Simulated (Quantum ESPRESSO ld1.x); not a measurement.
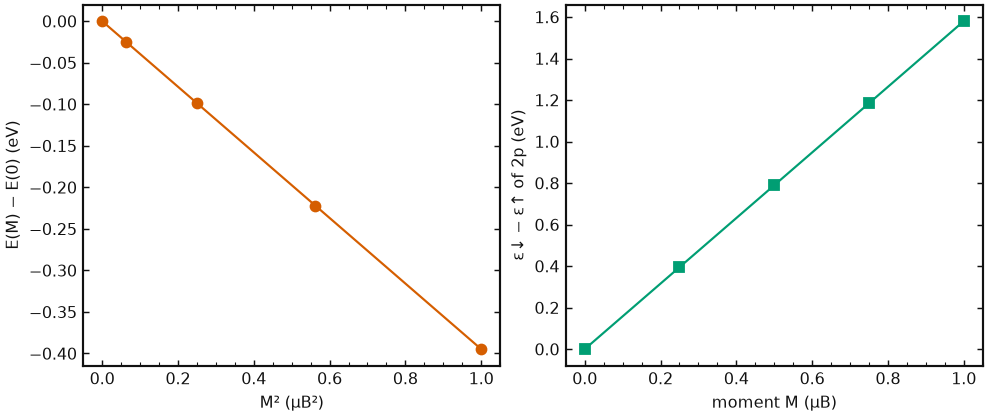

For F in [He] 2s2 2p5, the spin moment of the 2p shell is fixed at a series of values. Computed with Quantum ESPRESSO ld1.x 7.5: non-relativistic Kohn-Sham, LDA (Slater exchange, Perdew-Wang correlation), spin-polarised, spherical densities, point nucleus. The plot shows the energy and the exchange splitting.

Q: Describe both curves.

A: The energy falls with the moment, to −0.395 eV at M = 1 μB, the largest moment run; with one electron or hole in the shell the exact energy would hardly depend on M, so most of the fall is the functional's fractional-spin error. A fit E = −I M²/4 gives an exchange integral I of about 1.6 eV, and the exchange splitting grows nearly in proportion to M, to 1.58 eV (1.6 eV per μB).
